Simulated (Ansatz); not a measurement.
## Electronic structure of FH3OW···HF in real space

```xyz
8

W     0.0124   -0.3725   -0.6709
F     0.8577   -0.1758    2.2581
H     0.9992    0.6433    1.8880
H     1.2365    0.6894   -0.1636
H    -1.0649    0.5530    0.2375
F     0.1320   -2.0406    0.1224
O    -0.2693    0.2904   -2.3645
H    -0.4362    1.0752   -2.8645
```

Core potentials replace the inner electrons of W.

Computed with RHF/def2-SVP (Ansatz 0.2.0).

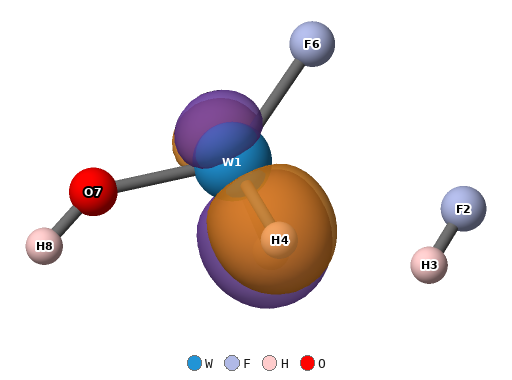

Figure 1. The HOMO−1 at ±0.2 Å⁻³ᐟ² (orange and purple are the two phases), seen at a tilt.

Question: What is the character of this orbital?

Answer: Its weight (Hirshfeld) is mainly on W1 (about 45 %), H5 (about 30 %) and H4 (about 25 %). Its energy is −12.30 eV.

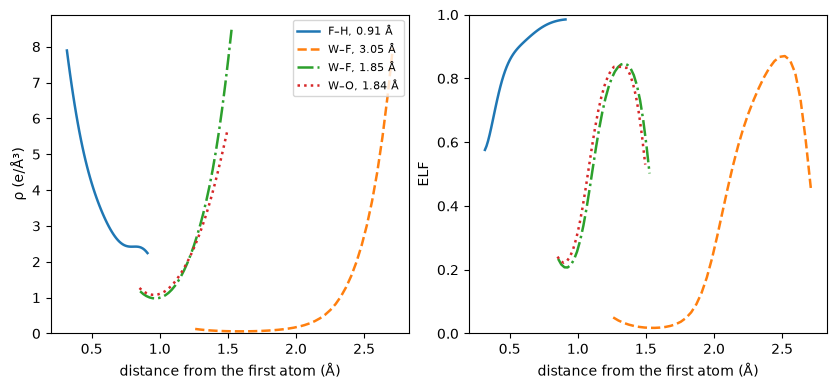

Figure 2. Electron density and electron localisation function along straight lines between neighbouring atoms. The curves leave out the atomic cores.

Question: Compare the contacts.

Answer: F–H (0.91 Å): the density is about 4.8 e/Å³ at the midpoint; the ELF climbs to about 1 towards the hydrogen, as it does in any bond to H: an ordinary covalent bond to hydrogen.
W1···F2 (3.05 Å): the density falls to about 0.06 e/Å³ on the way; the ELF dips to about 0 between them.
W–F (1.85 Å): ρ is about 1 e/Å³ halfway; the ELF peaks at about 0.85 in the valence shell of F, 0.5 Å from its nucleus, and drops to about 0.20 between the two atoms.
W–O (1.84 Å): the density is about 1.1 e/Å³ at the midpoint; the ELF peaks at about 0.85 in the valence shell of O, 0.6 Å from its nucleus, and drops to about 0.20 between the two atoms.

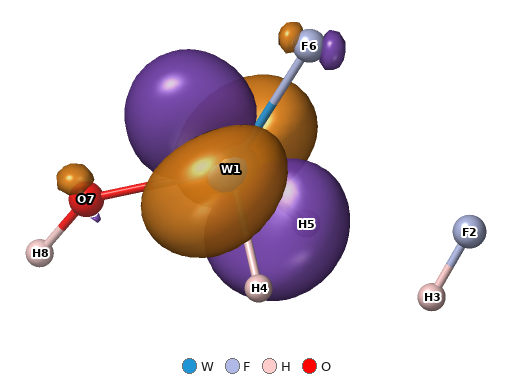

Figure 3. The HOMO at ±0.15 Å⁻³ᐟ² (orange and purple are the two phases), seen at a tilt.

Question: Where does this orbital lie, and at what energy?

Answer: Its weight (Hirshfeld) is mainly on W1 (about 85 %). Its energy is −9.33 eV.
